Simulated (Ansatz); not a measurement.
# linear Pd chain under tension and compression

Wanted: energy, moment and open channels of the linear Pd chain from 12 % compression to 30 % stretch.

Calculated with Ansatz 0.2.0; DFT PBE, plane waves, PAW; relaxation of a chain's period, in the first sound run; inputs show where later runs differ.

## 1. The starting structure

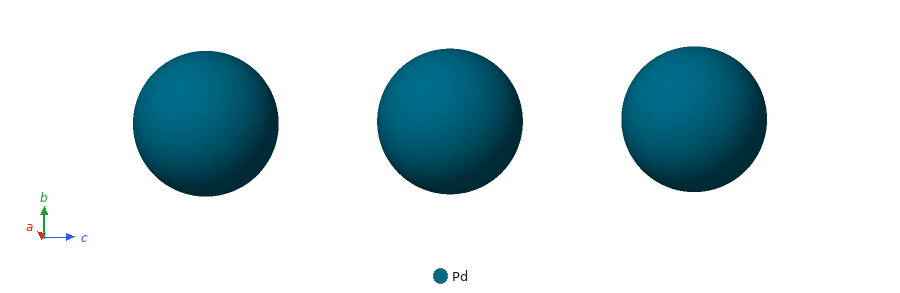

Start, viewed from the side, with the c axis across the page; palladium blue. 1×1×2 cells are drawn. Some periodic images of atoms are drawn too.

The cell holds 1 atom: 1 Pd. Its edges and angles: a = 7.500 Å, b = 7.500 Å, c = 2.585 Å, α = 90.0°, β = 90.0°, γ = 90.0°. Vacuum lies along a and b. The structure's axis is c.

## 2. Relaxing the period

Band widths follow the bond lengths, so the chain is relaxed first. The atoms and the third cell vector are free; the box across stays fixed as vacuum. Moments are seeded so that a magnetic state can form if it lies lower. A Fermi-Dirac smearing is set since the result may be a metal. The pressure printed is a third of the stress's trace over the whole box, vacuum included; only the stress along the axis is relaxed.

input.yaml

```yaml
crystal:
  lattice:
    - [7.5, 0.0, 0.0]
    - [0.0, 7.5, 0.0]
    - [0.0, 0.0, 2.5854]
  atoms:
    - { symbol: Pd, position: [0.5, 0.5, 0.0], spin: 0.6 }
magnetization:
  spin_polarized: true
kpoints:
  mp_grid: { grid: [1, 1, 31] }
scf:
  occupations: { method: fermi_dirac, width: 0.05 }
hamiltonian:
  xc: pbe
relax:
  cell: { fix: [a, b, alpha, beta, gamma] }
  max_steps: 60
```

Command:

```bash
$ ansatz run input.yaml --threads 4 --pin off --max-ram 8192MiB --backend cpu --events-out ev --progress --plain --runs-dir out
```

Numbers of over 12 decimals in the logs are rounded to 6 here.

What it wrote:

```text
Engine: ansatz 0.2.0, aarch64-unknown-linux-gnu
Pseudopotentials: kind: paw
Pseudopotential: Pd, paw, valence charge 18, recommended cutoff 420 eV (normal), Pd.paw.azcp
Functional definition: PBE
  parameter kappa = 0.804
  parameter beta = 0.066725
  exchange = pbe_x(kappa = kappa, mu = beta*pi^2/3)
  correlation = pbe_c(beta = beta)
Crystal: 1 atoms, lattice volume = 145.429 Å³
Basis set: ecut = 420 eV, 2857 PW (Γ), exchange–correlation on 108×108×36 points (8 copies of the dense FFT grid, shifted against one another)
Bands: 14, of which v1, the nominal top of the filled ones, is band 9 counted from 1 (8 counted from 0)
Symmetry: 16 space group operations
Space group: P4/mmm (ITA 123), of the structure as read, at distance tolerance 5.3e-5 Å
Magnetic group: BNS 123.339 (UNI 999), of the structure as read, at distance tolerance 5.3e-5 Å
k-points: 16 of 31
Non-local potential: Pd, projectors of the file, l = 0: 2, l = 1: 2, l = 2: 2, l = 3: 1
PAW form: soft (Blöchl's): semilocal exchange-correlation on the pseudo side does not see the compensation charge
PAW one-centre angular grid: Pd, 590 points (default); XC on 64 Gauss nodes
Initial density: superposition of atomic densities (neutral atoms: chi_scale 0, normalization atom)
Starting moments: Σ|m| = 0.6 μB on 1 of 1 site
Initial wavefunctions: pseudopotential atomic-orbital guess
Functional: x = pbe(κ = 0.804, μ = 0.219515), c = pbe(β = 0.066725)
SCF iter   1: F=—  HF=-6971.238205 eV  |F-HF|=—  |Δ(HF+E_count)|=         —  Δρ=3.14e-2 (↑3.14e-2 ↓2.40e-2)  dr2=5.43e0  dr2_m=6.77e-2  M=0.385 μB ∫|m|=0.390 μB  β_m=0.30  ethr=3.10e-3  ⟨swp⟩=4.7  Hψ=2227  notcnv=0
preconditioner: auto → LDOS  [metal: Δε(μ)=0.059 eV  Ē_g=5.386 eV  σ=0.050 eV  W_gap=0.27  n_scr=20 (ndim 8)  ℏωp=9.7 eV  f_vac=0.746  D(μ)=2.64/eV (n_scr^D=12)]
spin=Collinear: LDOS preconditioning applied to the charge; magnetization (m = ρ↑ − ρ↓) channel mixes plain (no charge-response kernel on spin).
SCF iter   2: F=—  HF=-6970.623255 eV  |F-HF|=—  |Δ(HF+E_count)|=   6.15e-1  Δρ=1.70e-2 (↑1.70e-2 ↓1.61e-2)  dr2=1.97e0  dr2_m=2.61e-2  M=0.437 μB ∫|m|=0.441 μB  β_m=0.30  ethr=3.10e-3  ⟨swp⟩=2.3  Hψ=1023  notcnv=0  defer=8
SCF iter   3: F=—  HF=-6970.295690 eV  |F-HF|=—  |Δ(HF+E_count)|=   3.28e-1  Δρ=7.78e-3 (↑4.25e-3 ↓7.78e-3)  dr2=1.16e-1  dr2_m=1.62e-2  M=0.558 μB ∫|m|=0.558 μB  β_m=1.00  ethr=3.10e-3  ⟨swp⟩=2.2  Hψ=753  notcnv=0  defer=8
SCF iter   4: F=—  HF=-6970.314213 eV  |F-HF|=—  |Δ(HF+E_count)|=   1.85e-2  Δρ=3.92e-3 (↑1.74e-3 ↓3.92e-3)  dr2=4.83e-2  dr2_m=3.72e-3  M=0.641 μB ∫|m|=0.641 μB  β_m=1.00  ethr=6.42e-4  ⟨swp⟩=2.5  Hψ=965  notcnv=0  defer=8
SCF iter   5: F=—  HF=-6970.309801 eV  |F-HF|=—  |Δ(HF+E_count)|=   4.41e-3  Δρ=1.44e-3 (↑1.44e-3 ↓1.15e-3)  dr2=3.10e-3  dr2_m=4.27e-4  M=0.674 μB ∫|m|=0.675 μB  β_m=1.00  ethr=2.68e-4  ⟨swp⟩=2.5  Hψ=804  notcnv=0  defer=12
SCF iter   6: F=—  HF=-6970.315909 eV  |F-HF|=—  |Δ(HF+E_count)|=   6.11e-3  Δρ=3.87e-4 (↑3.87e-4 ↓3.19e-4)  dr2=1.60e-4  dr2_m=1.27e-4  M=0.691 μB ∫|m|=0.692 μB  β_m=0.30  ethr=1.72e-5  ⟨swp⟩=2.6  Hψ=782  notcnv=0  defer=12
Mixer restart at iter 6: flushing history
spin-set hold released at iteration 6 (site moments contracting): the magnetisation degrees of freedom join the quasi-Newton model from the next iteration; the mixer history was flushed
SCF iter   7: F=—  HF=-6970.317358 eV  |F-HF|=—  |Δ(HF+E_count)|=   1.45e-3  Δρ=3.47e-4 (↑3.47e-4 ↓3.21e-4)  dr2=5.80e-5  dr2_m=1.31e-4  M=0.695 μB ∫|m|=0.696 μB  β_m=0.65  ethr=8.90e-7  ⟨swp⟩=2.2  Hψ=623  notcnv=0  defer=12
SCF iter   8: F=—  HF=-6970.318908 eV  |F-HF|=—  |Δ(HF+E_count)|=   1.55e-3  Δρ=1.44e-4 (↑1.44e-4 ↓1.37e-4)  dr2=3.16e-6  dr2_m=2.47e-5  M=0.707 μB ∫|m|=0.708 μB  β_m=0.78  ethr=3.22e-7  ⟨swp⟩=2.0  Hψ=877  notcnv=0  defer=12
SCF iter   9: F=—  HF=-6970.318814 eV  |F-HF|=—  |Δ(HF+E_count)|=   9.39e-5  Δρ=9.66e-5 (↑3.21e-5 ↓9.66e-5)  dr2=1.49e-5  dr2_m=3.91e-6  M=0.709 μB ∫|m|=0.710 μB  β_m=0.76  ethr=1.76e-8  ⟨swp⟩=2.0  Hψ=856  notcnv=0  defer=12
SCF iter  10: F=—  HF=-6970.318812 eV  |F-HF|=—  |Δ(HF+E_count)|=   1.42e-6  Δρ=1.24e-5 (↑6.28e-6 ↓1.24e-5)  dr2=2.00e-7  dr2_m=9.16e-8  M=0.709 μB ∫|m|=0.710 μB  β_m=0.88  ethr=1.76e-8  ⟨swp⟩=2.0  Hψ=692  notcnv=0  defer=12
SCF iter  11: F=—  HF=-6970.318813 eV  |F-HF|=—  |Δ(HF+E_count)|=   3.24e-7  Δρ=5.33e-6 (↑3.36e-6 ↓5.33e-6)  dr2=3.14e-8  dr2_m=1.69e-8  M=0.709 μB ∫|m|=0.710 μB  β_m=0.94  ethr=5.56e-10  ⟨swp⟩=4.0  Hψ=1304  notcnv=0
SCF iter  12: F=-6970.318813 eV  HF=-6970.318813 eV  |F-HF|=1.26e-9  |Δ(HF+E_count)|=   4.60e-8  Δρ=1.05e-6 (↑5.23e-7 ↓1.05e-6)  dr2=2.06e-9  dr2_m=4.41e-10  M=0.709 μB ∫|m|=0.710 μB  ethr=1.74e-10  ⟨swp⟩=3.7  Hψ=1181  notcnv=0
SCF 1 converged in 12 iterations: F = -6970.318813 eV  dr2 = 2.06e-9
  greatest PAW one-centre occupation: 1.000 electrons in one spin orbital (limit 2), on the Pd atom at site 0 (counted from 0), in its partial waves of l = 0
relax step   1: F+E_penalty+E_count = -6970.31881275 eV  Δ(F+E_penalty+E_count) = +0.000e0 eV  max|allowed force component| = 0.000e0 eV/Å  Δτ_max = 0.0000 Å  P = -0.748 GPa  Ω = 145.429 Å³  fix = [a, b, alpha, beta, gamma]  reactions: a -0.120, b -0.120 GPa  (12 SCF iters, dr2 threshold 1.00e-7 eV, accepted)
Crystal: 1 atoms, lattice volume = 140.523 Å³
Basis set: ecut = 420 eV, 2753 PW (Γ), exchange–correlation on 108×108×36 points (8 copies of the dense FFT grid, shifted against one another)
Initial density: handed on by an earlier stage of this run
Starting moments: Σ|m| = 0.6 μB on 1 of 1 site; this step starts from the density that it was given
Initial wavefunctions: those handed on with the density
iter 1 solved again at ethr=1.40e-4 eV; its pass at ethr=3.10e-3 eV (dr2=2.52e-2 eV) is discarded
SCF iter   1: F=—  HF=-6970.370181 eV  |F-HF|=—  |Δ(HF+E_count)|=         —  Δρ=2.03e-3 (↑1.64e-3 ↓2.03e-3)  dr2=2.48e-2  dr2_m=1.09e-4  M=0.703 μB ∫|m|=0.703 μB  β_m=0.30  ethr=1.40e-4  ⟨swp⟩=1.0  Hψ=2798  notcnv=0
preconditioner: auto → LDOS  [metal: Δε(μ)=0.019 eV  Ē_g=6.900 eV  σ=0.050 eV  W_gap=0.09  n_scr=20 (ndim 8)  ℏωp=9.9 eV  f_vac=0.724  D(μ)=2.15/eV (n_scr^D=8)]
spin=Collinear: LDOS preconditioning applied to the charge; magnetization (m = ρ↑ − ρ↓) channel mixes plain (no charge-response kernel on spin).
SCF iter   2: F=—  HF=-6970.367260 eV  |F-HF|=—  |Δ(HF+E_count)|=   2.92e-3  Δρ=1.20e-3 (↑8.66e-4 ↓1.20e-3)  dr2=8.44e-3  dr2_m=6.08e-5  M=0.702 μB ∫|m|=0.702 μB  β_m=0.48  ethr=1.38e-4  ⟨swp⟩=2.0  Hψ=576  notcnv=0
[...]
SCF iter   5: F=—  HF=-6970.377582 eV  |F-HF|=—  |Δ(HF+E_count)|=   7.22e-4  Δρ=9.29e-4 (↑9.29e-4 ↓7.97e-4)  dr2=3.47e-5  dr2_m=9.24e-4  M=0.445 μB ∫|m|=0.445 μB  β_m=0.19  ethr=5.56e-7  ⟨swp⟩=2.2  Hψ=818  notcnv=0
SCF iter   6: F=—  HF=-6970.378361 eV  |F-HF|=—  |Δ(HF+E_count)|=   7.79e-4  Δρ=7.08e-4 (↑7.08e-4 ↓6.90e-4)  dr2=1.70e-6  dr2_m=6.07e-4  M=0.392 μB ∫|m|=0.393 μB  β_m=0.22  ethr=1.93e-7  ⟨swp⟩=2.0  Hψ=896  notcnv=0
SCF iter   7: F=—  HF=-6970.378793 eV  |F-HF|=—  |Δ(HF+E_count)|=   4.33e-4  Δρ=4.81e-4 (↑4.81e-4 ↓4.18e-4)  dr2=7.23e-5  dr2_m=2.03e-4  M=0.341 μB ∫|m|=0.342 μB  β_m=0.66  ethr=9.43e-9  ⟨swp⟩=3.5  Hψ=1219  notcnv=0
SCF iter   8: F=—  HF=-6970.379080 eV  |F-HF|=—  |Δ(HF+E_count)|=   2.86e-4  Δρ=3.67e-4 (↑3.67e-4 ↓2.67e-4)  dr2=8.63e-5  dr2_m=2.24e-5  M=0.169 μB ∫|m|=0.170 μB  β_m=0.83  ethr=9.43e-9  ⟨swp⟩=3.8  Hψ=1266  notcnv=0
SCF iter   9: F=—  HF=-6970.379175 eV  |F-HF|=—  |Δ(HF+E_count)|=   9.52e-5  Δρ=1.63e-4 (↑9.24e-5 ↓1.63e-4)  dr2=9.23e-6  dr2_m=1.96e-5  M=0.205 μB ∫|m|=0.206 μB  β_m=0.81  ethr=9.43e-9  ⟨swp⟩=3.0  Hψ=1068  notcnv=0
SCF iter  10: F=—  HF=-6970.379252 eV  |F-HF|=—  |Δ(HF+E_count)|=   7.70e-5  Δρ=1.18e-4 (↑5.72e-5 ↓1.18e-4)  dr2=5.88e-6  dr2_m=8.58e-6  M=0.241 μB ∫|m|=0.242 μB  β_m=0.91  ethr=9.43e-9  ⟨swp⟩=3.2  Hψ=976  notcnv=0
SCF iter  11: F=—  HF=-6970.379276 eV  |F-HF|=—  |Δ(HF+E_count)|=   2.40e-5  Δρ=3.11e-5 (↑4.39e-6 ↓3.11e-5)  dr2=8.22e-7  dr2_m=3.22e-7  M=0.267 μB ∫|m|=0.267 μB  β_m=0.95  ethr=9.43e-9  ⟨swp⟩=2.9  Hψ=838  notcnv=0
SCF iter  12: F=—  HF=-6970.379275 eV  |F-HF|=—  |Δ(HF+E_count)|=   7.45e-7  Δρ=2.23e-5 (↑1.91e-5 ↓2.23e-5)  dr2=2.58e-8  dr2_m=5.22e-7  M=0.275 μB ∫|m|=0.276 μB  β_m=0.98  ethr=5.56e-10  ⟨swp⟩=3.0  Hψ=1751  notcnv=0
iter 13 did not close the SCF: its close was put off for a magnetic moment that had not settled (scf_convergence_deferred on its scf_iter line)
SCF iter  13: F=-6970.379276 eV  HF=-6970.379276 eV  |F-HF|=6.13e-9  |Δ(HF+E_count)|=   1.13e-6  Δρ=3.67e-6 (↑3.67e-6 ↓3.62e-6)  dr2=6.49e-10  dr2_m=1.63e-8  M=0.271 μB ∫|m|=0.271 μB  β_m=0.99  ethr=1.43e-10  ⟨swp⟩=4.6  Hψ=1422  notcnv=0
SCF iter  14: F=-6970.379276 eV  HF=-6970.379276 eV  |F-HF|=4.64e-11  |Δ(HF+E_count)|=   3.62e-8  Δρ=3.24e-7 (↑3.15e-7 ↓3.24e-7)  dr2=1.55e-11  dr2_m=1.18e-10  M=0.270 μB ∫|m|=0.270 μB  ethr=3.61e-12  ⟨swp⟩=1.0  Hψ=1572  notcnv=0
SCF 3 converged in 14 iterations: F = -6970.379276 eV  dr2 = 1.55e-11
relax step   3: F+E_penalty+E_count = -6970.37927649 eV  Δ(F+E_penalty+E_count) = -1.341e-2 eV  max|allowed force component| = 0.000e0 eV/Å  Δτ_max = 0.0000 Å  P = -0.080 GPa  Ω = 136.010 Å³  energy of the carried Pulay correction = +7.956e-4 eV  fix = [a, b, alpha, beta, gamma]  reactions: a -0.134, b -0.134 GPa  (14 SCF iters, dr2 threshold 1.00e-7 eV, accepted)
Initial wavefunctions: pseudopotential atomic-orbital guess (no wavefunctions were taken with the density)
iter 1 solved again at ethr=1.46e-7 eV; its pass at ethr=3.10e-3 eV (dr2=2.64e-5 eV) is discarded
SCF iter   1: F=—  HF=-6970.378175 eV  |F-HF|=—  |Δ(HF+E_count)|=         —  Δρ=7.22e-5 (↑7.22e-5 ↓6.56e-5)  dr2=4.30e-6  dr2_m=2.18e-8  M=0.270 μB ∫|m|=0.270 μB  β_m=0.30  ethr=1.46e-7  ⟨swp⟩=3.2  Hψ=3702  notcnv=0
preconditioner: auto → LDOS  [metal: Δε(μ)=0.119 eV  Ē_g=7.272 eV  σ=0.050 eV  W_gap=0.46  n_scr=20 (ndim 8)  ℏωp=10.1 eV  f_vac=0.721  D(μ)=2.68/eV (n_scr^D=20)]
spin=Collinear: LDOS preconditioning applied to the charge; magnetization (m = ρ↑ − ρ↓) channel mixes plain (no charge-response kernel on spin).
SCF iter   2: F=—  HF=-6970.378177 eV  |F-HF|=—  |Δ(HF+E_count)|=   2.25e-6  Δρ=4.89e-5 (↑4.89e-5 ↓4.33e-5)  dr2=1.92e-6  dr2_m=1.97e-8  M=0.270 μB ∫|m|=0.270 μB  β_m=0.54  ethr=2.39e-8  ⟨swp⟩=2.1  Hψ=680  notcnv=0
SCF iter   3: F=—  HF=-6970.378177 eV  |F-HF|=—  |Δ(HF+E_count)|=   4.67e-7  Δρ=9.17e-6 (↑9.17e-6 ↓8.05e-6)  dr2=7.20e-8  dr2_m=1.81e-9  M=0.270 μB ∫|m|=0.270 μB  β_m=0.60  ethr=1.06e-8  ⟨swp⟩=2.7  Hψ=749  notcnv=0
SCF iter   4: F=—  HF=-6970.378178 eV  |F-HF|=—  |Δ(HF+E_count)|=   1.69e-7  Δρ=1.57e-6 (↑1.57e-6 ↓1.50e-6)  dr2=7.09e-9  dr2_m=3.00e-10  M=0.270 μB ∫|m|=0.270 μB  β_m=0.78  ethr=4.00e-10  ⟨swp⟩=2.7  Hψ=764  notcnv=0
SCF iter   5: F=—  HF=-6970.378178 eV  |F-HF|=—  |Δ(HF+E_count)|=   2.75e-8  Δρ=3.79e-7 (↑3.79e-7 ↓1.98e-7)  dr2=4.15e-10  dr2_m=5.09e-11  M=0.270 μB ∫|m|=0.270 μB  β_m=0.85  ethr=3.94e-11  ⟨swp⟩=2.1  Hψ=621  notcnv=0
SCF iter   6: F=—  HF=-6970.378178 eV  |F-HF|=—  |Δ(HF+E_count)|=   5.64e-8  Δρ=1.55e-7 (↑1.55e-7 ↓9.57e-8)  dr2=2.60e-11  dr2_m=1.26e-11  M=0.270 μB ∫|m|=0.270 μB  β_m=0.92  ethr=2.30e-12  ⟨swp⟩=2.0  Hψ=604  notcnv=0
SCF iter   7: F=-6970.378178 eV  HF=-6970.378178 eV  |F-HF|=5.46e-12  |Δ(HF+E_count)|=  2.27e-11  Δρ=6.72e-8 (↑6.72e-8 ↓6.66e-8)  dr2=1.46e-12  dr2_m=4.31e-12  M=0.270 μB ∫|m|=0.270 μB  ethr=1.00e-12  ⟨swp⟩=5.0  Hψ=1627  notcnv=0
SCF 4 converged in 7 iterations: F = -6970.378178 eV  dr2 = 1.46e-12
relax step   4: F+E_penalty+E_count = -6970.37817762 eV  Δ(F+E_penalty+E_count) = +1.099e-3 eV  max|allowed force component| = 0.000e0 eV/Å  Δτ_max = 0.0000 Å  P = -0.076 GPa  Ω = 136.010 Å³  fix = [a, b, alpha, beta, gamma]  reactions: a -0.131, b -0.131 GPa  stress off target by 3.42e-2 GPa on what of the cell is left free  SCF on the basis re-selected at this cell (its energy is not comparable with the rows above)  (7 SCF iters)
basis re-selected at this cell: Δ(F+E_penalty+E_count) = +1.099e-3 eV, ΔP = +0.004 GPa vs the last step (what re-selecting the basis moved, of the pressure what is left beyond the Pulay correction that the steps carried, after the strain that the cell walked since its last selection, with what the two solves' SCF thresholds leave and, on support functions, any second-order correction that the steps lacked; it is no measure of the basis error at this ecutwfc). This SCF's stress stands 3.42e-2 GPa from its target on what of the cell is left free (relax.cell.stress_tol is 5.00e-2 GPa) and its largest allowed force component is 0.00e0 eV/Å (relax.f_tol is 1.00e-2 eV/Å): [rest of the remark cut]
SCF converged after 7 iterations
Magnetization: 0.2697 μB (9.1349 up, 8.8651 down)
Absolute magnetization: 0.2703 μB (∫|ρ↑−ρ↓|, with the PAW one-centre terms)
Spin contamination: 0.0012 ħ² per cell (⟨S²⟩ above its minimum at these occupations)
Per-site moments (μB) at R_I (Å): [(0.237015, 0.997404)]
Free energy (F): -6970.378178 eV
Harris-Foulkes:  -6970.378178 eV  (|F-HF|=5.46e-12)
Internal energy: -6970.356103 eV  (E = F + TS)
E sigma→0 (E₀):  -6970.367140 eV
Entropy (-TS):   -0.022075 eV (-22.075 meV/atom)
Fermi energy:    -2.642310 eV
--- Per-component energies (eV) ---
  E_band       = -523.753813
  E_kinetic    = 514.745258
  E_local      = -5718.898405  (includes V_loc(G=0)·N_el)
  E_nonlocal   = 219.584720
  E_hartree    = 2500.481238
  E_xc         = -165.853786
  E_vxc        = -207.531551  (∫ρ·V_xc dr)
  E_paw        = -3752.208108  (= ΣΔE_a)
  E_vpaw       = -332.616467  (= ΣTr[D̂ρ^β])
  E_aug_tail   = 0.000212  (compensation charges beyond the density's cutoff)
  E_ewald      = -568.207231
  E_smearing   = -0.022075  (= −TS)
  E_closure    = 0.000000  (closes the sum)
  Σ components = -6970.378178   (vs F -6970.378178, Δ=0.00e0)
--- Forces (eV/Å), atoms counted from 1 ---
  atom   1  Pd    -0.00000000     0.00000000     0.00000000
  max |Σ_I F_I| component: 2.52e-29 eV/Å
--- Stress (GPa, compression-positive) ---
       -0.130862       0.000000       0.000000
        0.000000      -0.130862       0.000000
        0.000000       0.000000       0.034159
  P = ⅓ Tr σ = -0.0759 GPa (-0.759 kbar)
--- Relaxed structure (3 steps of the walk, 3 accepted, 1 SCFs on fresh bases) ---
  F+E_penalty+E_count = -6970.37817762 eV   max|allowed force component| = 0.000e0 eV/Å   (the final SCF, on the basis selected at the relaxed cell)
  cell:  # Å, volume = 136.0096 Å³
    - [7.5, 0.0, 0.0]
    - [0.0, 7.5, 0.0]
    - [0.0, 0.0, 2.417948]
  atoms:
    - { symbol: Pd, position: [0.5, 0.5, 0.0] }
```

It took 5.6 s on 4 threads of Arm Neoverse V2, shared host; peak memory 0.39 GiB; 21 s of CPU time.

The steps of the relaxation:

```csv
step,energy less that of the first step (eV),largest force component (eV/Å),pressure (GPa),volume (Å³)
1,0.0000,0.0000,-0.75,145.43
2,-0.0471,0.0000,-0.41,140.52
3,-0.0605,0.0000,-0.08,136.01
4*,-0.0594,0.0000,-0.08,136.01
```

Relaxation steps marked * repeat the geometry before them on a plane-wave basis chosen anew for their cell, so energy and pressure can jump there.

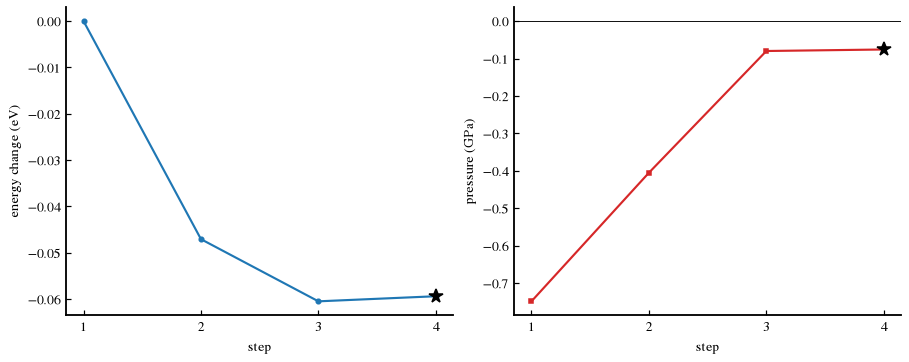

Energy and pressure along the relaxation. Stars mark steps on a basis chosen anew.

```csv
cell as run,before,after,change
c (Å),2.585,2.418,-6.5 %
```

The relaxed structure:

```xyz
1
Lattice="7.5000 0.0000 0.0000 0.0000 7.5000 0.0000 0.0000 0.0000 2.4179" Properties=species:S:1:pos:R:3
Pd    3.7500    3.7500    0.0000
```

Numbers from this step:

- energy at zero smearing: -6970.3671 eV
- total moment: 0.2697 μB
- absolute moment: 0.2703 μB
- cell length along the wire: 2.418 Å

Site moment by atom:

```csv
atom,site moment (μB)
Pd1,0.237
```

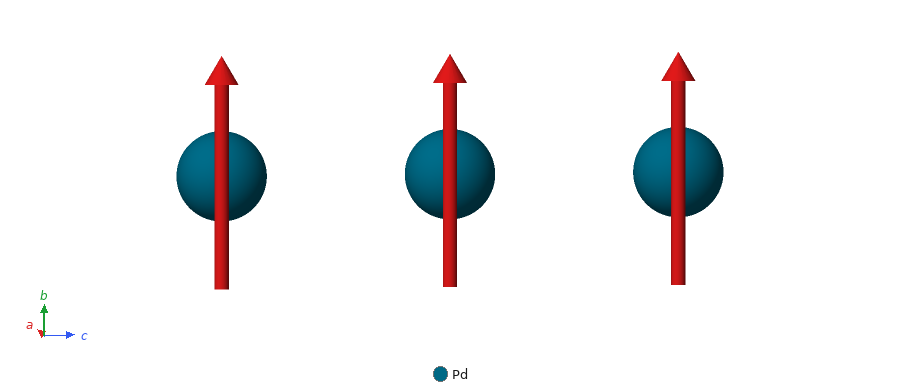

Site moment as arrows, the longest 0.237 μB. Up and down stand for the sign. Arrows give size and sign along the axis of quantisation, drawn up and down the page. 1×1×2 cells are drawn. Some periodic images of atoms are drawn too.

The cell's length comes to 2.418 Å with an absolute moment of 0.27 μB a cell.

(Continued in part 2 of 3.)

[Logs are printed without paths, hosts, clocks, repeated set-up lines and the standing remarks that a program may print on its own settings, such as how far it seeks lower states.]

[Hosts, paths, dates, database ids (printed as entryN), source tags and the programs' standing remarks are cut or masked in the printed files.]
